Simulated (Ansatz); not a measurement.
# Calculations on SiN2H5Br

### Relaxation

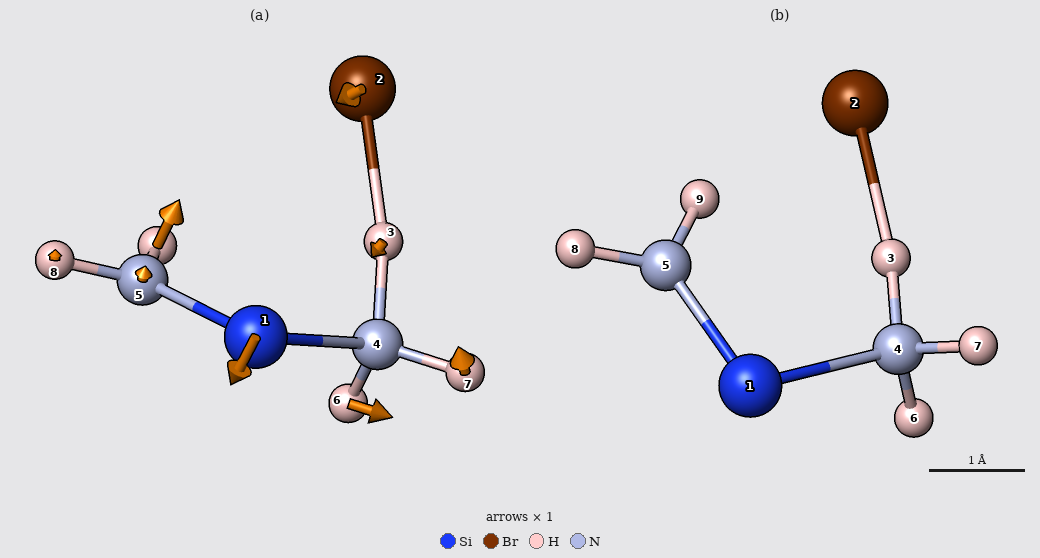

The structure of SiN₂H₅Br (started from a transition state, displaced along its imaginary mode) before (left) and after (right) a relaxation, at one scale. The orange arrows give the displacements, at their true length.

A ball-and-stick model, seen at a tilt.

The calculation used Ansatz, RKS PBE0-D4/def2-TZVP. Set-up: force threshold 0.005 eV/Å; at most 200 steps.

Q: Describe what moved and what it gained.

A: The atom that moves furthest after the best rigid fit is Si1 (0.69 Å). By element the largest moves are Si 0.69 Å, H 0.66 Å, Br 0.42 Å, N 0.19 Å. Among the contacts that change: Br2–H9 2.797 → 2.310 Å, Br2–H3 1.804 → 1.941 Å, H3–N4 1.202 → 1.112 Å, Si1–N5 1.735 → 1.672 Å. Among the angles between lasting bonds that change: Si1–N4–H3 108.5° → 113.1°, Si1–N5–H8 117.9° → 121.6°, N4–Si1–N5 90.7° → 94.4°. Groups turn about Si1–N4 by about 50°. Over 22 accepted moves (23 points after the start) the energy falls by 13.7 kJ/mol. The largest force component goes from 1.6 to 0.0033 eV/Å. The line search rejected the trial step at point 20 of the run. The run took 76 s on 4 threads of Arm Neoverse V2, with other jobs on the host.

### Relaxation

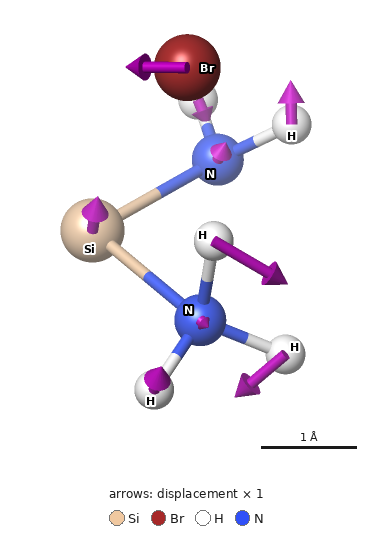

This is a relaxation of SiN$_{2}$H$_{5}$Br (started from a transition state, displaced along its imaginary mode). The starting structure is drawn; purple arrows show the displacements, at their true length. The two geometries are superimposed by the best rigid fit.

A ball-and-stick model, seen from a free direction.

Computed with Ansatz, RKS PBE0-D4/def2-TZVP. (force threshold 0.005 eV/Å; at most 200 steps)

Q: What happened in the run?

A: The largest move after the best rigid fit is that of an H atom, 0.95 Å. Largest moves by element: H 0.95 Å, Br 0.76 Å, Si 0.49 Å, N 0.28 Å. Near-neighbour distances that change, for instance: Br–H 1.972 → 2.924 Å, Br–Si 3.281 → 2.365 Å, N–Si 1.927 → 2.057 Å, H–N 1.086 → 1.017 Å. New bonds form, among them: Br–Si (3.28 → 2.36 Å). Among the angles between lasting bonds that change: Si–N–H 95.9° → 109.3°, Si–N–H 118.7° → 109.7°, Si–N–H 119.1° → 122.7°. Groups turn about N–Si by about 40°, N–Si by about 30°. After 19 accepted moves (21 points after the start) the energy has fallen by 20.7 kcal/mol. Largest force component: 0.67 eV/Å at the start, 0.0024 eV/Å at the end. The line search rejected the trial steps at points 8, 14 of the run. The run took 69 s on 4 threads of Arm Neoverse V2, on a shared host.

### Reaction

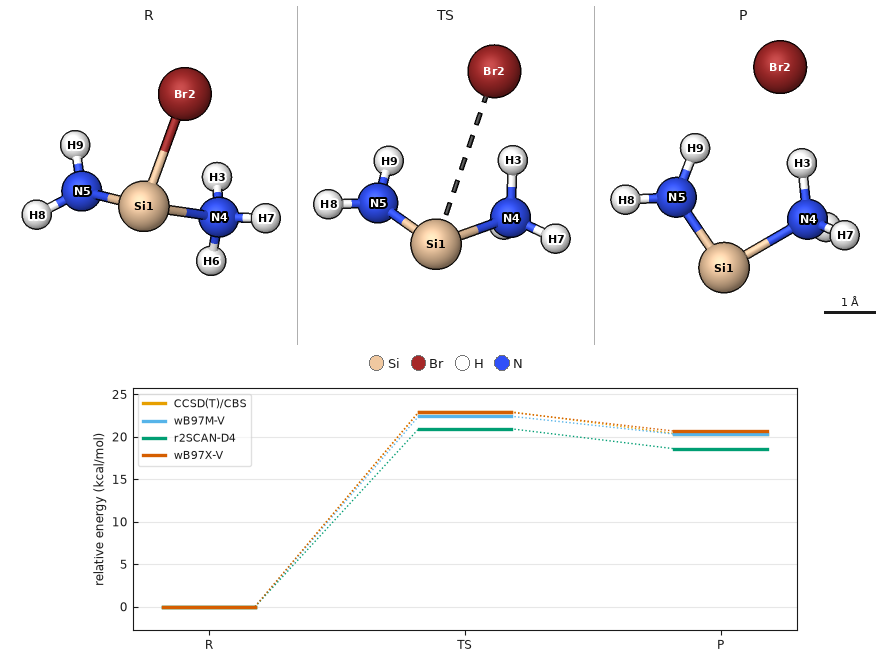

A reaction step of SiN2H5Br, with its energy diagram. The picture is a ball-and-stick view, seen face on. Dashed sticks mark bonds that form or break.

Stationary points at PBE0-D4/def2-TZVP, single-point energies with CCSD(T)/CBS, wB97M-V, r2SCAN-D4, wB97X-V (def2-TZVPP where no basis is named; Ansatz 0.2.0). The energies are electronic, without zero-point or thermal terms, and both ends are the minima reached downhill from the saddle, with any fragments still in contact. CCSD(T)/CBS stands for a frozen-core estimate: MP2 correlation extrapolated from def2-TZVPP and def2-QZVPP, CCSD(T) minus MP2 from the smaller set.

Describe the step and its energetics.

Answer. Counted by bonded pieces, R holds SiH₅BrN₂ and P holds Br + SiH₅N₂. A bond breaks: Si1–Br2 (2.36 → 3.60 → 4.09 Å). The saddle has one imaginary mode, 119i cm⁻¹. With CCSD(T)/CBS the barrier is 23.0 kcal/mol from R and 2.6 kcal/mol from P, and P lies 20.4 kcal/mol above R. By Pauling bond orders of the changing bonds the saddle lies closer to P, the higher end, as Hammond's postulate suggests.

```
      level  barrier from R (kcal/mol)  barrier from P (kcal/mol)  P less R (kcal/mol)
CCSD(T)/CBS                       23.0                        2.6                 20.4
    wB97M-V                       22.4                        2.1                 20.3
  r2SCAN-D4                       21.0                        2.4                 18.6
    wB97X-V                       22.9                        2.2                 20.7
```

Against CCSD(T)/CBS, wB97X-V comes closest on the barrier from R (−0.1 kcal/mol) and r2SCAN-D4 misses most (−2.0 kcal/mol).
